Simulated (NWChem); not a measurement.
## Single-point calculation of SiF₄ (charge +1)

System: SiF₄, charge +1, multiplicity 2.
Method: B3LYP/6-31G*, UKS (NWChem 7.3.0).

The geometry is that of the parent species in another charge or spin state. The geometry comes from this level: PBE0-D4/def2-TZVP.

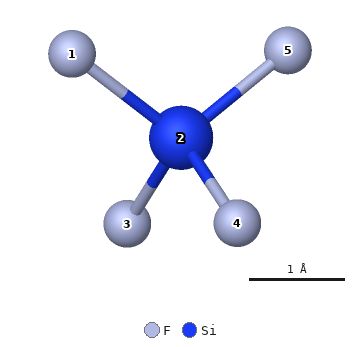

**Figure 1.** The structure as given in the input (ball-and-stick view, seen at a tilt; atoms are numbered from 1 in the order of the input). Bond lengths as drawn: F–Si 1.56 Å.

Input:
```
start f4si
memory stack 880 mb heap 220 mb global 1100 mb
charge 1

geometry noautosym nocenter noautoz
  F        0.143200      -0.791930       1.338460
  Si       0.000000       0.000000       0.000000
  F       -1.047100       1.144420       0.181750
  F       -0.477230      -0.967810      -1.129040
  F        1.381130       0.615320      -0.391170
end

basis
  F library 6-31G*
  Si library 6-31G*
end

dft
  xc b3lyp
  mult 2
  grid xfine
  convergence energy 1e-08
  iterations 100
  mulliken
  print low
end

task dft energy
```

Run as:
```bash
nwchem f4si.nw > f4si.out
```

What the program printed:
```
Northwest Computational Chemistry Package (NWChem) 7.3.0
             --------------------------------------------------------

           Job information
           ---------------

    nwchem branch   = 7.3.0
    use scalapack   = T
    input           = f4si.nw
    prefix          = f4si.
    data base       = ./f4si.db
    status          = startup
    nproc           =        1

           Memory information
           ------------------

    heap     =     28835836 doubles =      220.0 Mbytes
    stack    =    115343361 doubles =      880.0 Mbytes
    global   =    144179200 doubles =     1100.0 Mbytes (distinct from heap & stack)
    total    =    288358397 doubles =     2200.0 Mbytes
    verify   = yes
    hardfail = no

           Directory information
           ---------------------

  0 permanent = .
  0 scratch   = .

                                NWChem Input Module
                                -------------------

 Scaling coordinates for geometry "geometry" by  1.889725989
 (inverse scale =  0.529177249)

                             Geometry "geometry" -> ""
                             -------------------------

 Output coordinates in angstroms (scale by  1.889725989 to convert to a.u.)

  No.       Tag          Charge          X              Y              Z
 ---- ---------------- ---------- -------------- -------------- --------------
    1 F                    9.0000     0.14320000    -0.79193000     1.33846000
    2 Si                  14.0000     0.00000000     0.00000000     0.00000000
    3 F                    9.0000    -1.04710000     1.14442000     0.18175000
    4 F                    9.0000    -0.47723000    -0.96781000    -1.12904000
    5 F                    9.0000     1.38113000     0.61532000    -0.39117000

      Atomic Mass
      -----------

      F                 18.998400
      Si                27.976930

 Effective nuclear repulsion energy (a.u.)     271.6109591990

            Nuclear Dipole moment (a.u.)
            ----------------------------
        X                 Y               Z
 ---------------- ---------------- ----------------
     0.0000000000    -0.0000000000     0.0000000000

            XYZ format geometry
            -------------------
     5
 geometry
 F                     0.14320000    -0.79193000     1.33846000
 Si                    0.00000000     0.00000000     0.00000000
 F                    -1.04710000     1.14442000     0.18175000
 F                    -0.47723000    -0.96781000    -1.12904000
 F                     1.38113000     0.61532000    -0.39117000

 ==============================================================================
                                internuclear distances
 ------------------------------------------------------------------------------
       center one      |      center two      | atomic units |  angstroms
 ------------------------------------------------------------------------------
    2 Si               |   1 F                |     2.95132  |     1.56177
    3 F                |   2 Si               |     2.95133  |     1.56178
    4 F                |   2 Si               |     2.95132  |     1.56177
    5 F                |   2 Si               |     2.95133  |     1.56178
 ------------------------------------------------------------------------------
                         number of included internuclear distances:          4
 ==============================================================================

 ==============================================================================
                                 internuclear angles
 ------------------------------------------------------------------------------
        center 1       |       center 2       |       center 3       |  degrees
 ------------------------------------------------------------------------------
    1 F                |   2 Si               |   3 F                |   109.47
    1 F                |   2 Si               |   4 F                |   109.47
    1 F                |   2 Si               |   5 F                |   109.47
    3 F                |   2 Si               |   4 F                |   109.47
    3 F                |   2 Si               |   5 F                |   109.47
    4 F                |   2 Si               |   5 F                |   109.47
 ------------------------------------------------------------------------------
                            number of included internuclear angles:          6
 ==============================================================================

                      Basis "ao basis" -> "" (cartesian)
                      -----
  [basis functions not shown]

 Summary of "ao basis" -> "" (cartesian)
 ------------------------------------------------------------------------------
       Tag                 Description            Shells   Functions and Types
 ---------------- ------------------------------  ------  ---------------------
 F                           6-31G*                  6       15   3s2p1d
 Si                          6-31G*                  8       19   4s3p1d

                                 NWChem DFT Module
                                 -----------------

  Caching 1-el integrals
   Time after variat. SCF:      0.3

     ---------------------------------------------
      Total Density - Mulliken Population Analysis
     ---------------------------------------------

    Atom       Charge   Shell Charges
 -----------   ------   -------------------------------------------------------
    1 F    9     9.26   2.00  1.03  3.43  0.80  1.89  0.11
    2 Si  14    11.88   2.00  2.01  6.00  0.67  0.86  0.02  0.10  0.25
    3 F    9     9.27   2.00  1.03  3.44  0.80  1.90  0.11
    4 F    9     9.29   2.00  1.03  3.45  0.80  1.91  0.11
    5 F    9     9.29   2.00  1.03  3.45  0.80  1.90  0.11

     --------------------------------------------
      Spin Density - Mulliken Population Analysis
     --------------------------------------------

    Atom       Charge   Shell Charges
 -----------   ------   -------------------------------------------------------
    1 F    9     0.26  -0.00  0.00  0.17  0.00  0.09  0.00
    2 Si  14     0.00  -0.00 -0.00  0.00  0.00 -0.00 -0.00  0.00  0.00
    3 F    9     0.26  -0.00  0.00  0.17  0.00  0.09  0.00
    4 F    9     0.24  -0.00  0.00  0.15 -0.00  0.08  0.00
    5 F    9     0.24   0.00  0.00  0.16  0.00  0.08  0.00
   Time prior to 1st pass:      0.3

           Memory utilization after 1st SCF pass:
           Heap Space remaining (MW):        0.00                  26
          Stack Space remaining (MW):      115.34           115342524

   convergence    iter        energy       DeltaE   RMS-Dens  Diis-err    time
 ---------------- ----- ----------------- --------- --------- ---------  ------
 d= 0,ls=0.0,diis     1   -688.4497011015 -9.60D+02  8.46D-03  3.63D-01     2.7
                                                     9.15D-03  3.89D-01
 d= 0,ls=0.0,diis     2   -688.4120779608  3.76D-02  4.68D-03  4.83D-01     5.1
                                                     4.96D-03  4.40D-01
 d= 0,ls=0.0,diis     3   -688.5508908610 -1.39D-01  1.05D-03  1.74D-02     7.8
                                                     3.54D-03  1.87D-02
 d= 0,ls=0.0,diis     4   -688.5355951995  1.53D-02  6.96D-04  5.77D-02    10.5
                                                     2.49D-03  5.48D-02
 d= 0,ls=0.0,diis     5   -688.5571317648 -2.15D-02  1.25D-04  2.26D-04    13.2
                                                     3.79D-04  2.07D-04
  Resetting Diis
 d= 0,ls=0.0,diis     6   -688.5569598263  1.72D-04  7.99D-05  6.85D-04    15.9
                                                     2.59D-04  6.71D-04
 d= 0,ls=0.0,diis     7   -688.5572183094 -2.58D-04  4.38D-05  8.39D-06    18.6
                                                     1.04D-04  6.60D-06
 d= 0,ls=0.0,diis     8   -688.5571926350  2.57D-05  2.77D-05  7.43D-05    21.3
                                                     1.06D-04  7.49D-05
 d= 0,ls=0.0,diis     9   -688.5572219233 -2.93D-05  6.75D-06  2.44D-06    24.0
                                                     2.08D-05  2.06D-06
 d= 0,ls=0.0,diis    10   -688.5572230599 -1.14D-06  3.84D-06  9.58D-07    26.7
                                                     1.99D-05  7.63D-07
 d= 0,ls=0.0,diis    11   -688.5572235637 -5.04D-07  4.60D-06  9.31D-07    29.5
                                                     2.28D-05  7.80D-07
 d= 0,ls=0.0,diis    12   -688.5572243589 -7.95D-07  3.93D-06  3.85D-07    32.2
                                                     2.79D-05  3.32D-07
 d= 0,ls=0.0,diis    13   -688.5572250706 -7.12D-07  9.53D-06  2.48D-07    34.9
                                                     7.03D-05  2.23D-07
 d= 0,ls=0.0,diis    14   -688.5572264089 -1.34D-06  9.81D-06  1.87D-07    37.7
                                                     8.05D-05  1.93D-07
 d= 0,ls=0.0,diis    15   -688.5572273605 -9.52D-07  4.83D-06  4.19D-09    40.4
                                                     4.78D-05  9.07D-09
 d= 0,ls=0.0,diis    16   -688.5572276021 -2.42D-07  2.17D-06  2.79D-09    43.1
                                                     2.15D-05  3.65D-09
 d= 0,ls=0.0,diis    17   -688.5572276393 -3.72D-08  2.90D-07  9.27D-10    45.8
                                                     2.54D-06  7.44D-10
 d= 0,ls=0.0,diis    18   -688.5572276410 -1.70D-09  3.08D-07  3.95D-10    48.6
                                                     1.37D-06  2.61D-10

         Total DFT energy =     -688.557227641010
      One electron energy =    -1483.864455884432
           Coulomb energy =      586.221448406409
    Exchange-Corr. energy =      -62.525179361975
 Nuclear repulsion energy =      271.610959198988

 Numeric. integr. density =       49.000000000833

     Total iterative time =     48.4s

     ---------------------------------------------
      Total Density - Mulliken Population Analysis
     ---------------------------------------------

    Atom       Charge   Shell Charges
 -----------   ------   -------------------------------------------------------
    1 F    9     9.12   1.99  0.99  3.28  0.88  1.89  0.09
    2 Si  14    12.52   2.00  1.99  5.97  0.82  1.26 -0.06  0.16  0.38
    3 F    9     9.12   1.99  0.99  3.28  0.88  1.89  0.09
    4 F    9     9.12   1.99  0.99  3.28  0.88  1.89  0.09
    5 F    9     9.12   1.99  0.99  3.28  0.88  1.89  0.09

     --------------------------------------------
      Spin Density - Mulliken Population Analysis
     --------------------------------------------

    Atom       Charge   Shell Charges
 -----------   ------   -------------------------------------------------------
    1 F    9     0.27  -0.00  0.01  0.20 -0.00  0.07  0.00
    2 Si  14    -0.09  -0.00 -0.00 -0.00 -0.01 -0.04 -0.00 -0.02 -0.02
    3 F    9     0.27  -0.00  0.01  0.20 -0.00  0.07  0.00
    4 F    9     0.27  -0.00  0.01  0.20 -0.00  0.07  0.00
    5 F    9     0.27  -0.00  0.01  0.20 -0.00  0.07  0.00

     -------------------------------------------
      Total Density - Lowdin Population Analysis
     -------------------------------------------

    Atom       Charge   Shell Charges
 -----------   ------   -------------------------------------------------------
    1 F    9     9.07   1.98  0.87  3.14  0.51  2.06  0.50
    2 Si  14    12.72   2.00  1.95  5.87  0.29  1.12  0.12  0.42  0.94
    3 F    9     9.07   1.98  0.87  3.14  0.51  2.06  0.50
    4 F    9     9.07   1.98  0.87  3.14  0.51  2.06  0.51
    5 F    9     9.07   1.98  0.87  3.14  0.51  2.06  0.50

     ------------------------------------------
      Spin Density - Lowdin Population Analysis
     ------------------------------------------

    Atom       Charge   Shell Charges
 -----------   ------   -------------------------------------------------------
    1 F    9     0.27   0.00  0.00  0.19 -0.00  0.08 -0.00
    2 Si  14    -0.07  -0.00 -0.00 -0.00 -0.00 -0.02 -0.00 -0.02 -0.02
    3 F    9     0.27   0.00  0.00  0.19 -0.00  0.08 -0.00
    4 F    9     0.27   0.00  0.00  0.19 -0.00  0.08 -0.00
    5 F    9     0.27   0.00  0.00  0.19 -0.00  0.08 -0.00

     --------------------------
     Expectation value of S2:
     --------------------------
      <S2> =      0.7549 (Exact =     0.7500)

 Task  times  cpu:       48.6s     wall:       48.6s
 Total times  cpu:       48.7s     wall:       48.7s
```

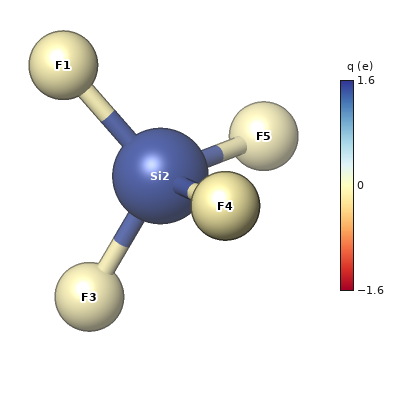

**Figure 2.** Mulliken charges, as the colour of each atom (ball-and-stick view, seen at a tilt; atoms are numbered from 1 in the order of the input). By element: F −0.12 and Si +1.48 e.

Key numbers:

- outcome: converged
- total energy: −688.557228 hartree
- ⟨S²⟩: 0.755
- hardware: 1 thread of Intel Xeon (Sapphire Rapids), 16 GiB of memory available, shared host
- wall time: 49 s
- peak memory: 0.13 GiB
